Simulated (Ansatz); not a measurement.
# How Ir(100) screens a field

Aim: image plane and induced charge of Ir(100).

Calculated with Ansatz 0.2.0; plane-wave DFT, LDA, Ansatz PAW.

**1. Starting point**

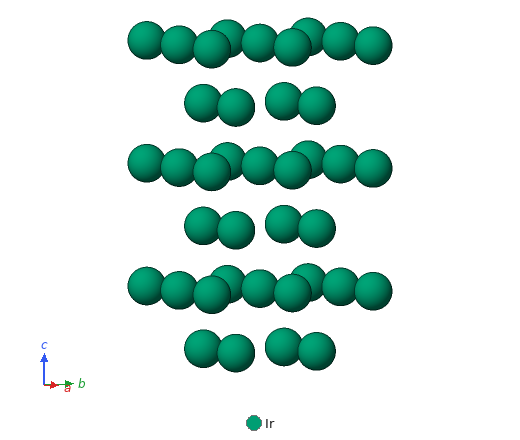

Start, viewed from the side, with the c axis up; iridium teal. 2×2×1 cells are drawn. Some periodic images of atoms are drawn too.

The cell holds 6 atoms: 6 Ir. Its edges and angles: a = 2.715 Å, b = 2.715 Å, c = 27.600 Å, α = 90.0°, β = 90.0°, γ = 90.0°. Vacuum lies along c.

As a file:

```cif
data_structure
_symmetry_space_group_name_H-M 'P 1'
_symmetry_Int_Tables_number 1
_cell_length_a 2.7153
_cell_length_b 2.7153
_cell_length_c 27.6000
_cell_angle_alpha 90.000
_cell_angle_beta 90.000
_cell_angle_gamma 90.000
_cell_volume 203.49
loop_
_atom_site_label
_atom_site_type_symbol
_atom_site_fract_x
_atom_site_fract_y
_atom_site_fract_z
_atom_site_occupancy
Ir1 Ir 0.50000 0.50000 0.32609 1
Ir2 Ir 0.00000 0.00000 0.39565 1
Ir3 Ir 0.50000 0.50000 0.46522 1
Ir4 Ir 0.00000 0.00000 0.53478 1
Ir5 Ir 0.50000 0.50000 0.60435 1
Ir6 Ir 0.00000 0.00000 0.67391 1
```

**2. Atoms held, field 0**

A sawtooth potential applies the field, turning back in the middle of the vacuum. With the dipole correction the typed value is the field outside the slab. The induced dipole is small, so the SCF threshold is tight.

Contents of input.yaml:

```yaml
crystal:
  lattice:
    - [2.7152900398, 0.0, 0.0]
    - [0.0, 2.7152900398, 0.0]
    - [0.0, 0.0, 27.6]
  atoms:
    - { symbol: Ir, position: [0.5, 0.5, 0.3260869565] }
    - { symbol: Ir, position: [0.0, 0.0, 0.3956521739] }
    - { symbol: Ir, position: [0.5, 0.5, 0.4652173913] }
    - { symbol: Ir, position: [0.0, 0.0, 0.5347826087] }
    - { symbol: Ir, position: [0.5, 0.5, 0.6043478261] }
    - { symbol: Ir, position: [0.0, 0.0, 0.6739130435] }
kpoints:
  mp_grid: { grid: [18, 18, 1] }
hamiltonian:
  xc: lda
scf:
  occupations: { method: fermi_dirac, width: 0.1 }
  convergence: { dr2_threshold: 1.0e-10 }
efield:
  axis: 3
  dipole_correction: true
  ramp_position: 0.97
  ramp_width: 0.06
  amplitude: 0
output:
  forces: true
  write_potential: true
  write_density: true
  volumetric_format: npy
```

The run is started by

```bash
ansatz run input.yaml --threads 2 --pin off --max-ram 3072MiB --backend cpu --events-out ev --progress --plain --runs-dir out
```

Numbers of over 12 decimals in the logs are rounded to 6 here.

The program printed:

```text
Engine: ansatz 0.2.0, aarch64-unknown-linux-gnu
Pseudopotentials: kind: paw
Pseudopotential: Ir, paw, valence charge 17, recommended cutoff 420 eV (normal), Ir.paw.azcp
Functional definition: SPW92
  exchange = slater_x
  correlation = pw_c
Crystal: 6 atoms, lattice volume = 203.489 Å³
Basis set: ecut = 420 eV, 4057 PW (Γ)
Bands: 62, of which v1, the nominal top of the filled ones, is band 51 counted from 1 (50 counted from 0)
Symmetry: 8 space group operations
k-points: 55 of 324
Non-local potential: Ir, projectors of the file, l = 0: 3, l = 1: 2, l = 2: 2, l = 3: 1
PAW form: soft (Blöchl's): semilocal exchange-correlation on the pseudo side does not see the compensation charge
PAW frozen core: Ir, regenerated for the run's functional, and the local potential with it (the file was generated under x = pbe(κ = 0.804, μ = 0.219515), c = pbe(β = 0.066725))
PAW one-centre angular grid: Ir, 590 points (default); XC on 64 Gauss nodes
Initial density: superposition of atomic densities (neutral atoms: chi_scale 0, normalization atom), corrected by the library's trained network
Initial wavefunctions: pseudopotential atomic-orbital guess
Functional: x = slater, c = lda
SCF iter   1: F=—  HF=-69977.124693 eV  |F-HF|=—  |Δ(HF+E_count)|=         —  Δρ=1.16e-2  dr2=4.21e0  ethr=1.77e-3  p=-0.000 e·Å  D=-1.51e-14 V/Å  ΔV_dip=0.00 eV  dr2_dipole=5.46e-8  V_vac-E_F(+/−)=5.40/5.40 eV  ⟨swp⟩=7.9  Hψ=14941  notcnv=0  defer=21
efield: sawtooth ramp at fractional position 0.9700 (set: `efield.ramp_position`, or a place that a band, a saddle search or an elastic batch's reference lends), width 0.0600; the density the first Hamiltonian is built on has a dipole p = -0.000 e·Å; the dipole correction subtracts the counter field D = -1.51e-14 V/Å, which shifts the + side's vacuum level by +0.00 eV against the − side's; the planar-averaged density in the ramp window peaks in size at 4.0e-6 e/Å³
preconditioner: auto → LDOS  [metal: Δε(μ)=0.008 eV  Ē_g=6.500 eV  σ=0.100 eV  W_gap=0.02  n_scr=48 (ndim 8)  ℏωp=19.1 eV  f_vac=0.526  D(μ)=5.74/eV (n_scr^D=18)  β→1.0]
SCF iter   2: F=—  HF=-69977.049843 eV  |F-HF|=—  |Δ(HF+E_count)|=   7.49e-2  Δρ=3.78e-3  dr2=2.20e-1  ethr=1.77e-3  p=0.000 e·Å  D=4.31e-5 V/Å  ΔV_dip=-0.00 eV  dr2_dipole=6.38e-7  V_vac-E_F(+/−)=5.87/5.87 eV  ⟨swp⟩=2.1  Hψ=4119  notcnv=0  defer=42
SCF iter   3: F=—  HF=-69977.043288 eV  |F-HF|=—  |Δ(HF+E_count)|=   6.55e-3  Δρ=1.38e-3  dr2=1.08e-2  ethr=2.16e-4  p=0.000 e·Å  D=5.38e-6 V/Å  ΔV_dip=-0.00 eV  dr2_dipole=4.87e-8  V_vac-E_F(+/−)=5.81/5.81 eV  ⟨swp⟩=2.0  Hψ=4515  notcnv=0  defer=45
SCF iter   4: F=—  HF=-69977.040916 eV  |F-HF|=—  |Δ(HF+E_count)|=   2.37e-3  Δρ=3.56e-4  dr2=5.03e-4  ethr=1.06e-5  p=0.000 e·Å  D=8.34e-6 V/Å  ΔV_dip=-0.00 eV  dr2_dipole=2.40e-9  V_vac-E_F(+/−)=5.86/5.86 eV  ⟨swp⟩=2.5  Hψ=5155  notcnv=0  defer=45
SCF iter   5: F=—  HF=-69977.040902 eV  |F-HF|=—  |Δ(HF+E_count)|=   1.31e-5  Δρ=8.28e-5  dr2=4.64e-5  ethr=4.94e-7  p=0.000 e·Å  D=2.14e-6 V/Å  ΔV_dip=-0.00 eV  dr2_dipole=3.10e-11  V_vac-E_F(+/−)=5.89/5.89 eV  ⟨swp⟩=2.7  Hψ=5421  notcnv=0  defer=45
SCF iter   6: F=—  HF=-69977.040893 eV  |F-HF|=—  |Δ(HF+E_count)|=   9.67e-6  Δρ=3.98e-5  dr2=5.33e-6  ethr=4.55e-8  p=0.000 e·Å  D=5.03e-7 V/Å  ΔV_dip=-0.00 eV  dr2_dipole=3.03e-12  V_vac-E_F(+/−)=5.90/5.90 eV  ⟨swp⟩=2.5  Hψ=5624  notcnv=0  defer=45
SCF iter   7: F=—  HF=-69977.040893 eV  |F-HF|=—  |Δ(HF+E_count)|=   7.35e-8  Δρ=1.05e-5  dr2=2.80e-7  ethr=5.23e-9  p=0.000 e·Å  D=2.01e-7 V/Å  ΔV_dip=-0.00 eV  dr2_dipole=1.20e-12  V_vac-E_F(+/−)=5.90/5.90 eV  ⟨swp⟩=3.0  Hψ=6433  notcnv=0  defer=43
SCF iter   8: F=—  HF=-69977.040894 eV  |F-HF|=—  |Δ(HF+E_count)|=   8.56e-7  Δρ=3.11e-6  dr2=3.40e-8  ethr=2.74e-10  p=0.000 e·Å  D=1.21e-8 V/Å  ΔV_dip=-0.00 eV  dr2_dipole=1.62e-13  V_vac-E_F(+/−)=5.90/5.90 eV  ⟨swp⟩=2.6  Hψ=6253  notcnv=0  defer=43
SCF iter   9: F=—  HF=-69977.040894 eV  |F-HF|=—  |Δ(HF+E_count)|=   4.01e-8  Δρ=1.05e-6  dr2=3.34e-9  ethr=3.33e-11  p=0.000 e·Å  D=2.42e-8 V/Å  ΔV_dip=-0.00 eV  dr2_dipole=2.54e-13  V_vac-E_F(+/−)=5.90/5.90 eV  ⟨swp⟩=2.7  Hψ=5965  notcnv=0  defer=43
SCF iter  10: F=—  HF=-69977.040894 eV  |F-HF|=—  |Δ(HF+E_count)|=   8.80e-9  Δρ=3.84e-7  dr2=2.97e-10  ethr=3.27e-12  p=0.000 e·Å  D=5.31e-9 V/Å  ΔV_dip=-0.00 eV  dr2_dipole=7.42e-15  V_vac-E_F(+/−)=5.90/5.90 eV  ⟨swp⟩=3.0  Hψ=6556  notcnv=0  defer=43
SCF iter  11: F=-69977.040894 eV  HF=-69977.040894 eV  |F-HF|=2.91e-11  |Δ(HF+E_count)|=  5.53e-10  Δρ=1.50e-7  dr2=5.67e-11  ethr=1.00e-12  p=0.000 e·Å  D=2.70e-9 V/Å  ΔV_dip=-0.00 eV  dr2_dipole=7.68e-16  V_vac-E_F(+/−)=5.90/5.90 eV  ⟨swp⟩=14.6  Hψ=21305  notcnv=0
SCF 1 converged in 11 iterations: F = -69977.040894 eV  dr2 = 5.67e-11
  greatest PAW one-centre occupation: 1.000 electrons in one spin orbital (limit 2), on the Ir atom at site 2 (counted from 0), in its partial waves of l = 0
WARN: The output density's exchange-correlation potential varies sharply where the density is thin. Do not read a vacuum level from v_tot or v_xc, or from such a field of the output density. On a cell that repeats whose density bears no net charge and no dipole along the vacuum's axis use v_es (v_loc + v_h of the components); under efield.dipole_correction with no amplitude use v_es + v_field, which holds any externa [...]
SCF converged after 11 iterations
Free energy (F): -69977.040894 eV
Harris-Foulkes:  -69977.040894 eV  (|F-HF|=2.91e-11)
Internal energy: -69976.833730 eV  (E = F + TS)
E sigma→0 (E₀):  -69976.937312 eV
Entropy (-TS):   -0.207163 eV (-34.527 meV/atom)
Fermi energy:    7.138295 eV
Dipole field:    D = -0.000000 V/Å  (p = -0.000000 e·Å, saw-weighted, corrected)
Work function:   Φ+ = 5.9038 eV   Φ− = 5.9038 eV
Levels:          The Fermi level and band energies are counted from a zero that moves with the ramp; work functions are not
--- Per-component energies (eV) ---
  E_band       = -2364.421355
  E_kinetic    = 3732.562643
  E_local      = -208030.500566  (includes V_loc(G=0)·N_el)
  E_nonlocal   = 480.398030
  E_hartree    = 102337.281415
  E_xc         = -1592.996967
  E_vxc        = -1792.091202  (∫ρ·V_xc dr)
  E_paw        = -53719.460361  (= ΣΔE_a)
  E_vpaw       = -1429.355229  (= ΣTr[D̂ρ^β])
  E_aug_tail   = 0.000252  (compensation charges beyond the density's cutoff)
  E_efield     = 0.000000  (sawtooth field / dipole correction)
  E_vefield    = 0.000000  (∫n·V_field dr)
  E_ewald      = 86813.412211
  E_core_change = 2.469613  (= ΣΔE_core)
  E_smearing   = -0.207163  (= −TS)
  E_closure    = 0.000000  (closes the sum)
  Σ components = -69977.040894   (vs F -69977.040894, Δ=0.00e0)
--- Forces (eV/Å), atoms counted from 1 ---
  atom   1  Ir     0.00000000     0.00000000     1.45920415
  atom   2  Ir    -0.00000000     0.00000000    -0.98703035
  atom   3  Ir    -0.00000000     0.00000000    -0.25900990
  atom   4  Ir     0.00000000     0.00000000     0.25900993
  atom   5  Ir     0.00000000     0.00000000     0.98703032
  atom   6  Ir    -0.00000000     0.00000000    -1.45920412
  max |Σ_I F_I| component: 1.10e-8 eV/Å
--- Band table (eV; the first three rows and the last of 55) ---
  k-point 0: bands = [... 47 lower, 6.1096, 6.4989, 6.5117, 6.5117, 7.0346, 7.5976, 7.6946, 7.6946, ... 7 higher]
  k-point 1: bands = [... 47 lower, 6.0617, 6.3294, 6.5093, 6.9029, 7.0334, 7.1618, 7.2900, 7.7027, ... 7 higher]
  k-point 2: bands = [... 47 lower, 5.8827, 6.0789, 6.4749, 6.5754, 6.6693, 6.9531, 7.2783, 7.7644, ... 7 higher]
  k-point 54: bands = [... 47 lower, 7.8270, 8.6309, 8.6309, 8.6670, 8.6670, 9.4179, 9.4179, 10.0838, ... 7 higher]
```

Wall time 77 s (2 threads of Arm Neoverse N1, shared host); peak memory 0.7 GiB.

Numbers from this step:

* energy at zero smearing: -69976.9373 eV
* work function, upper face: 5.904 eV
* dipole along the normal: -3.85e-8 e·Å

Running mean over 1.92 Å of the planar mean; the ramp of the sawtooth is left out. Electron's electrostatic potential energy less the Fermi level against z:

| z (Å) | electron's electrostatic potential energy less the Fermi level (eV) |
| --- | --- |
| 4 | 5.90 |
| 5 | 5.90 |
| 6 | 5.85 |
| 7 | 5.08 |
| 8 | -3.23 |
| 9 | -12.1 |
| 10 | -13.0 |
| 11 | -13.3 |
| 12 | -13.3 |
| 13 | -13.3 |
| 14 | -13.3 |
| 15 | -13.3 |
| 16 | -13.3 |
| 17 | -13.2 |
| 18 | -12.8 |
| 19 | -10.1 |
| 20 | 1.63 |
| 21 | 5.63 |
| 22 | 5.89 |
| 23 | 5.90 |
| 24 | 5.90 |

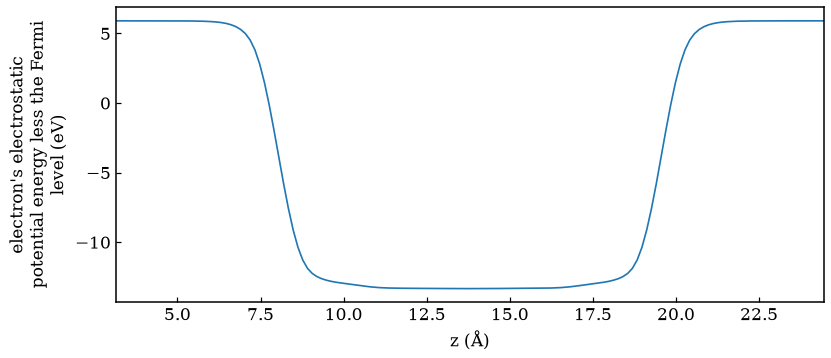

Electron's electrostatic potential energy less the Fermi level against z.

Force by atom:

| atom | x (eV/Å) | y (eV/Å) | z (eV/Å) | size |
| --- | --- | --- | --- | --- |
| Ir1 | 0.00 | 0.00 | 1.46 | 1.46 |
| Ir2 | 0.00 | 0.00 | -0.99 | 0.99 |
| Ir3 | 0.00 | 0.00 | -0.26 | 0.26 |
| Ir4 | 0.00 | 0.00 | 0.26 | 0.26 |
| Ir5 | 0.00 | 0.00 | 0.99 | 0.99 |
| Ir6 | 0.00 | 0.00 | -1.46 | 1.46 |

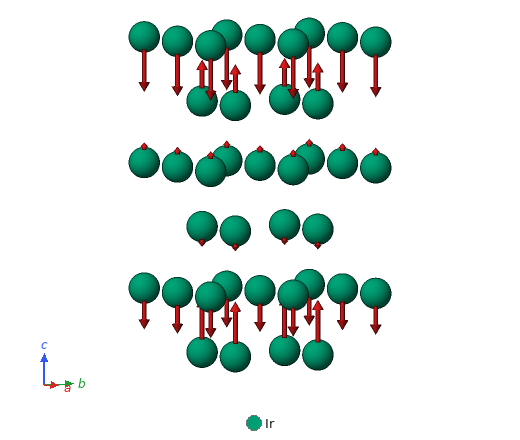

Force as arrows, the longest 1.46 eV/Å. 2×2×1 cells are drawn. Some periodic images of atoms are drawn too.

The work function of the upper face is 5.90 eV.

**3. Atoms held, field 0.05 V/Å**

Edit input.yaml of step 2 so:

```diff
@@ -24,3 +24,3 @@
   ramp_width: 0.06
-  amplitude: 0
+  amplitude: 0.05
 output:
```

The program printed:

```text
[...]
Crystal: 6 atoms, lattice volume = 203.489 Å³
Basis set: ecut = 420 eV, 4057 PW (Γ)
Bands: 62, of which v1, the nominal top of the filled ones, is band 51 counted from 1 (50 counted from 0)
Symmetry: 8 space group operations
k-points: 55 of 324
[...]
iter 1 solved again at ethr=2.75e-3 eV; its pass at ethr=3.10e-3 eV (dr2=2.80e0 eV) is discarded
[...]
k-point 0: bands = [... 47 lower, 6.1095, 6.4987, 6.5116, 6.5116, 7.0344, 7.5975, 7.6945, 7.6945, ... 7 higher]
  k-point 1: bands = [... 47 lower, 6.0616, 6.3293, 6.5092, 6.9028, 7.0333, 7.1617, 7.2899, 7.7026, ... 7 higher]
  k-point 2: bands = [... 47 lower, 5.8826, 6.0788, 6.4748, 6.5752, 6.6693, 6.9530, 7.2782, 7.7643, ... 7 higher]
  k-point 54: bands = [... 47 lower, 7.8271, 8.6306, 8.6310, 8.6666, 8.6672, 9.4178, 9.4178, 10.0837, ... 7 higher]
[key lines of the parts left out:]
SCF converged after 13 iterations
Free energy (F): -69977.041549 eV
Fermi energy:    7.138188 eV
Dipole field:    D = 0.023304 V/Å  (p = 0.026206 e·Å, saw-weighted, corrected)
```

Wall time 92 s (2 threads); peak memory 0.7 GiB.

The dipole is 0.0262 e·Å.

**4. Atoms held, field -0.05 V/Å**

Edit input.yaml of step 3 so:

```diff
@@ -24,3 +24,3 @@
   ramp_width: 0.06
-  amplitude: 0.05
+  amplitude: -0.05
 output:
```

The program printed:

```text
[...]
Crystal: 6 atoms, lattice volume = 203.489 Å³
Basis set: ecut = 420 eV, 4057 PW (Γ)
Bands: 62, of which v1, the nominal top of the filled ones, is band 51 counted from 1 (50 counted from 0)
Symmetry: 8 space group operations
k-points: 55 of 324
[...]
k-point 0: bands = [... 47 lower, 6.1095, 6.4987, 6.5116, 6.5116, 7.0344, 7.5975, 7.6945, 7.6945, ... 7 higher]
  k-point 1: bands = [... 47 lower, 6.0616, 6.3293, 6.5092, 6.9028, 7.0333, 7.1617, 7.2899, 7.7026, ... 7 higher]
  k-point 2: bands = [... 47 lower, 5.8826, 6.0788, 6.4748, 6.5752, 6.6693, 6.9530, 7.2782, 7.7643, ... 7 higher]
  k-point 54: bands = [... 47 lower, 7.8271, 8.6306, 8.6310, 8.6666, 8.6672, 9.4178, 9.4178, 10.0837, ... 7 higher]
[key lines of the parts left out:]
SCF converged after 13 iterations
Free energy (F): -69977.041549 eV
Fermi energy:    7.138188 eV
Dipole field:    D = -0.023304 V/Å  (p = -0.026206 e·Å, saw-weighted, corrected)
```

Wall time 92 s (2 threads); peak memory 0.71 GiB; 3.1 min of CPU time.

The dipole is -0.0262 e·Å.

**5. Atoms held, field 0.1 V/Å**

Edit input.yaml of step 4 so:

```diff
@@ -24,3 +24,3 @@
   ramp_width: 0.06
-  amplitude: -0.05
+  amplitude: 0.1
 output:
```

The program printed:

```text
[...]
Crystal: 6 atoms, lattice volume = 203.489 Å³
Basis set: ecut = 420 eV, 4057 PW (Γ)
Bands: 62, of which v1, the nominal top of the filled ones, is band 51 counted from 1 (50 counted from 0)
Symmetry: 8 space group operations
k-points: 55 of 324
[...]
k-point 0: bands = [... 47 lower, 6.1092, 6.4984, 6.5113, 6.5113, 7.0341, 7.5972, 7.6942, 7.6942, ... 7 higher]
  k-point 1: bands = [... 47 lower, 6.0613, 6.3290, 6.5089, 6.9024, 7.0329, 7.1614, 7.2896, 7.7023, ... 7 higher]
  k-point 2: bands = [... 47 lower, 5.8823, 6.0785, 6.4745, 6.5746, 6.6692, 6.9527, 7.2779, 7.7640, ... 7 higher]
  k-point 54: bands = [... 47 lower, 7.8270, 8.6301, 8.6309, 8.6661, 8.6671, 9.4175, 9.4176, 10.0834, ... 7 higher]
[key lines of the parts left out:]
SCF converged after 13 iterations
Free energy (F): -69977.043514 eV
Fermi energy:    7.137889 eV
Dipole field:    D = 0.046608 V/Å  (p = 0.052414 e·Å, saw-weighted, corrected)
```

Wall time 93 s (2 threads); peak memory 0.71 GiB.

The dipole is 0.0524 e·Å.

**6. Atoms held, field -0.1 V/Å**

Edit input.yaml of step 5 so:

```diff
@@ -24,3 +24,3 @@
   ramp_width: 0.06
-  amplitude: 0.1
+  amplitude: -0.1
 output:
```

The program printed:

```text
[...]
Crystal: 6 atoms, lattice volume = 203.489 Å³
Basis set: ecut = 420 eV, 4057 PW (Γ)
Bands: 62, of which v1, the nominal top of the filled ones, is band 51 counted from 1 (50 counted from 0)
Symmetry: 8 space group operations
k-points: 55 of 324
[...]
k-point 0: bands = [... 47 lower, 6.1092, 6.4984, 6.5113, 6.5113, 7.0341, 7.5972, 7.6942, 7.6942, ... 7 higher]
  k-point 1: bands = [... 47 lower, 6.0613, 6.3290, 6.5089, 6.9024, 7.0329, 7.1614, 7.2896, 7.7023, ... 7 higher]
  k-point 2: bands = [... 47 lower, 5.8823, 6.0785, 6.4745, 6.5746, 6.6692, 6.9527, 7.2779, 7.7640, ... 7 higher]
  k-point 54: bands = [... 47 lower, 7.8270, 8.6302, 8.6309, 8.6661, 8.6671, 9.4175, 9.4176, 10.0834, ... 7 higher]
[key lines of the parts left out:]
SCF converged after 13 iterations
Free energy (F): -69977.043514 eV
Fermi energy:    7.137889 eV
Dipole field:    D = -0.046609 V/Å  (p = -0.052414 e·Å, saw-weighted, corrected)
```

Wall time 93 s (2 threads); peak memory 0.72 GiB; 3.1 min of CPU time.

The dipole is -0.0524 e·Å.

**7. Atoms held, field 0.2 V/Å**

Edit input.yaml of step 6 so:

```diff
@@ -24,3 +24,3 @@
   ramp_width: 0.06
-  amplitude: -0.1
+  amplitude: 0.2
 output:
```

The program printed:

```text
[...]
Crystal: 6 atoms, lattice volume = 203.489 Å³
Basis set: ecut = 420 eV, 4057 PW (Γ)
Bands: 62, of which v1, the nominal top of the filled ones, is band 51 counted from 1 (50 counted from 0)
Symmetry: 8 space group operations
k-points: 55 of 324
[...]
k-point 0: bands = [... 47 lower, 6.1080, 6.4972, 6.5101, 6.5101, 7.0329, 7.5960, 7.6930, 7.6930, ... 7 higher]
  k-point 1: bands = [... 47 lower, 6.0601, 6.3278, 6.5077, 6.9010, 7.0317, 7.1602, 7.2884, 7.7010, ... 7 higher]
  k-point 2: bands = [... 47 lower, 5.8810, 6.0773, 6.4733, 6.5724, 6.6689, 6.9515, 7.2767, 7.7627, ... 7 higher]
  k-point 54: bands = [... 47 lower, 7.8262, 8.6286, 8.6301, 8.6643, 8.6664, 9.4162, 9.4164, 10.0822, ... 7 higher]
[key lines of the parts left out:]
SCF converged after 13 iterations
Free energy (F): -69977.051377 eV
Fermi energy:    7.136688 eV
Dipole field:    D = 0.093223 V/Å  (p = 0.104835 e·Å, saw-weighted, corrected)
```

It took 93 s on 2 threads; peak memory 0.69 GiB; 3.1 min of CPU time.

The dipole is 0.105 e·Å.

**8. Single point, field -0.2 V/Å**

Edit input.yaml of step 7 so:

```diff
@@ -24,3 +24,3 @@
   ramp_width: 0.06
-  amplitude: 0.2
+  amplitude: -0.2
 output:
```

The program printed:

```text
[...]
Crystal: 6 atoms, lattice volume = 203.489 Å³
Basis set: ecut = 420 eV, 4057 PW (Γ)
Bands: 62, of which v1, the nominal top of the filled ones, is band 51 counted from 1 (50 counted from 0)
Symmetry: 8 space group operations
k-points: 55 of 324
[...]
k-point 0: bands = [... 47 lower, 6.1080, 6.4972, 6.5101, 6.5101, 7.0329, 7.5960, 7.6930, 7.6930, ... 7 higher]
  k-point 1: bands = [... 47 lower, 6.0601, 6.3278, 6.5077, 6.9010, 7.0317, 7.1602, 7.2884, 7.7010, ... 7 higher]
  k-point 2: bands = [... 47 lower, 5.8810, 6.0773, 6.4733, 6.5724, 6.6689, 6.9515, 7.2767, 7.7627, ... 7 higher]
  k-point 54: bands = [... 47 lower, 7.8262, 8.6286, 8.6301, 8.6643, 8.6664, 9.4162, 9.4164, 10.0822, ... 7 higher]
[key lines of the parts left out:]
SCF converged after 13 iterations
Free energy (F): -69977.051377 eV
Fermi energy:    7.136689 eV
Dipole field:    D = -0.093224 V/Å  (p = -0.104835 e·Å, saw-weighted, corrected)
```

The job ended after 93 s (2 threads; peak memory 0.69 GiB).

The dipole is -0.105 e·Å.

(Continued in part 2 of 2.)

[Logs are printed without paths, hosts, clocks, repeated set-up lines and the standing remarks that a program may print on its own settings, such as how far it seeks lower states.]

[Hosts, paths, dates, database ids (printed as entryN), source tags and the programs' standing remarks are cut or masked in the printed files.]

[Maps of the electrostatic potential energy from Ansatz leave out the sawtooth potential of an applied field or a dipole correction, so their vacuum need not be flat; planar profiles and work functions include it.]
